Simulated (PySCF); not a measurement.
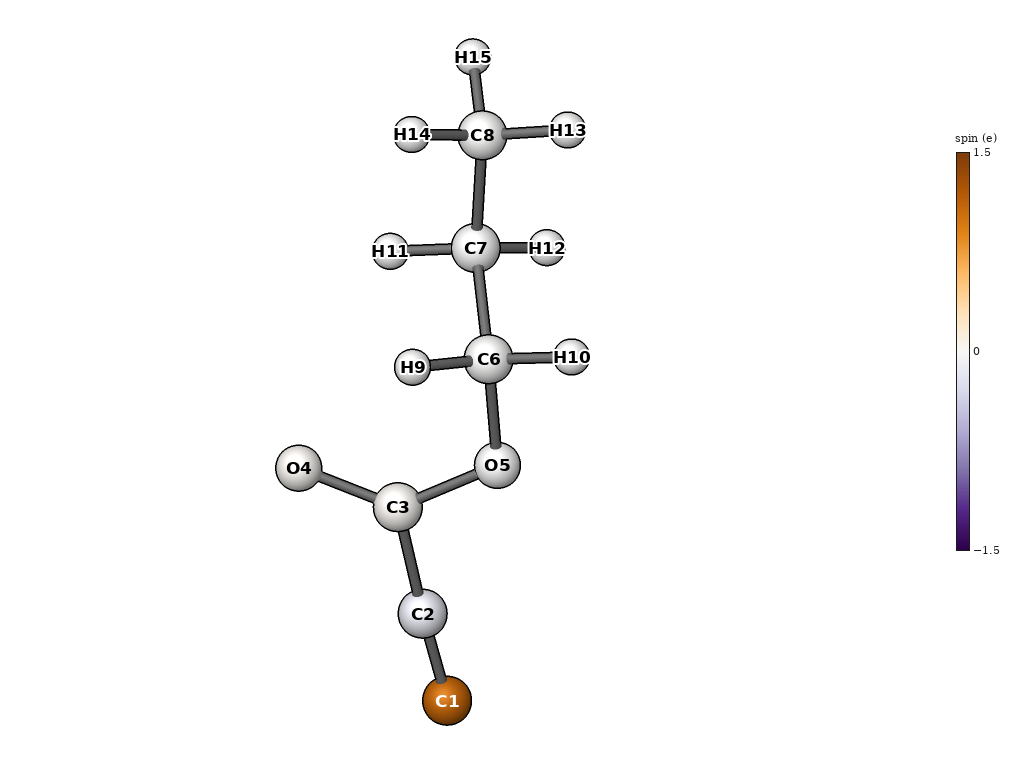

Atoms are coloured by their Mulliken spin populations. The species is neutral and a spin doublet. Computed geometry: GFN2-xTB optimisation. No frequency run is at hand to confirm it as a minimum. Method: UKS B3LYP, pcH-1 on C H O, non-relativistic (PySCF 2.14.0).

> Which atom carries the largest spin population?

C1 (1.09 e).

> Which atom has the lowest spin population?

C2 (−0.15 e); a negative value comes from spin polarisation.

Give the Mulliken spin populations atom by atom.

```tsv
atom	value (e)
C1	1.09
C2	−0.15
C3	0.02
O4	0.03
O5	0.00
C6	0.00
C7	0.00
C8	0.00
H9	0.00
H10	0.00
H11	0.00
H12	0.00
H13	0.00
H14	0.00
H15	0.00
```

Mulliken values depend strongly on the basis set.
